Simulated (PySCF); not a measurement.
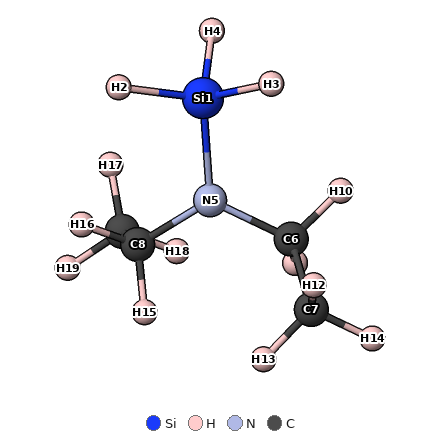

C₄H₁₃NSi. Vertical core-electron binding energies by ΔSCF (SCAN, pcX-2 on the ionised atom, pcseg-1 elsewhere, spin-free X2C; PySCF 2.14.0, at a PBE0-D3(BJ)/def2-SVP geometry (no frequency check)), gas phase, against the vacuum level. One atom of each kind was ionised; within a panel, areas follow the number of like atoms and 2j + 1 (2p levels are split by first-order spin-orbit coupling, an approximation), each panel is scaled alone, Gaussians of 0.4 eV full width. Only the regions named are shown.

Q: Predict the Si 2p and C 1s photoelectron lines.

A:
| level | atoms | binding energy (eV) |
| --- | --- | --- |
| Si 2p1/2 | Si1 | 107.3 |
| Si 2p3/2 | Si1 | 106.7 |
| C 1s | C6, C8 | 291.4 |
| C 1s | C7, C9 | 290.4 |

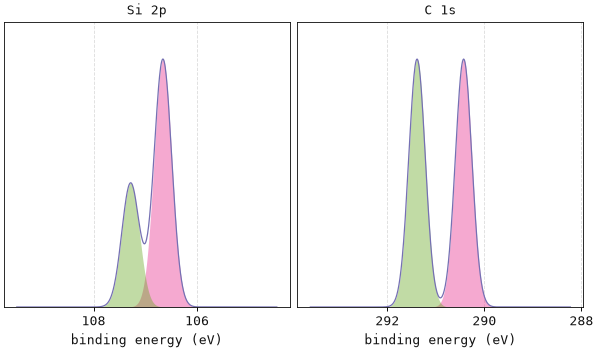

Caveats: one conformer of a flexible molecule.
